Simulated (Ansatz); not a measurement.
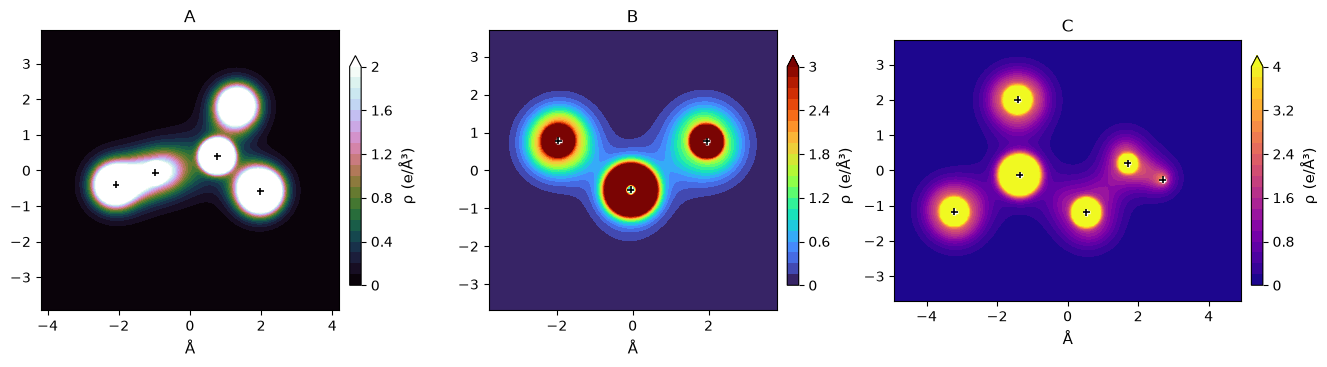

The electron density of 3 systems, each on a plane through atoms (crosses mark nuclei in the plane).

Theory: Ansatz, RKS PBE0-D4/def2-TZVPP.

System 1: CH₃Cl₂GaS, the plane of atoms C1, S2 and Ga3. Geometry: PBE0-D4/def2-TZVP.

```xyz
8

C    -0.1991   -0.1050    1.4261
S     0.5444   -1.2185    0.1926
Ga    0.3090   -0.0551   -1.6216
Cl    0.9823   -0.7840   -3.4989
Cl   -0.6115    1.8684   -1.5732
H    -1.2485    0.0820    1.2089
H     0.3415    0.8373    1.4856
H    -0.1182   -0.6249    2.3805
```

System 2: CF₂O₂Si (SMILES O=C1O[Si]1(F)F), the plane of atoms C2, Si4 and F5. Geometry: PBE0-D4/def2-TZVP.

```yaml
atoms:
  - { symbol: O, position_ang: [1.3076, -1.6464, 0.9623] }
  - { symbol: C, position_ang: [0.6295, -0.8357, 0.4626] }
  - { symbol: O, position_ang: [-0.6251, -1.0106, -0.2225] }
  - { symbol: Si, position_ang: [-0.2250, 0.5865, -0.2244] }
  - { symbol: F, position_ang: [0.0925, 1.2658, -1.5985] }
  - { symbol: F, position_ang: [-1.1373, 1.5765, 0.5744] }
```

System 3: Cl₂H₂S₂Sn (SMILES [SH][Sn]([SH])([Cl])[Cl]), the plane of atoms S1, Sn2 and Cl5. Geometry: PBE0-D4/def2-TZVP; core potentials replace the inner electrons of Sn.

```
atom    x (Å)    y (Å)    z (Å)
   S  -1.4777   0.9963   1.4464
  Sn   0.0145   0.0184  -0.1146
   S   1.3822  -1.6040   0.9422
  Cl  -1.2615  -0.8476  -1.8412
  Cl   1.4201   1.5575  -1.1220
   H  -2.4333   1.1181   0.5077
   H   2.4169  -1.3067   0.1358
```

**Match each panel to its system.**

Panel A is system 2, CF₂O₂Si: the plane holds O, C, Si and F. C–O (1.17 Å): ρ at the midpoint is about 3.7 e/Å³. Panel B is system 3, Cl₂H₂S₂Sn: the plane holds S, Sn and Cl. Sn–Cl (2.32 Å): the density is about 0.64 e/Å³ at the midpoint. Panel C is system 1, CH₃Cl₂GaS: the plane holds C, S, Ga, Cl and H. C–S (1.82 Å): ρ is about 1.2 e/Å³ halfway.
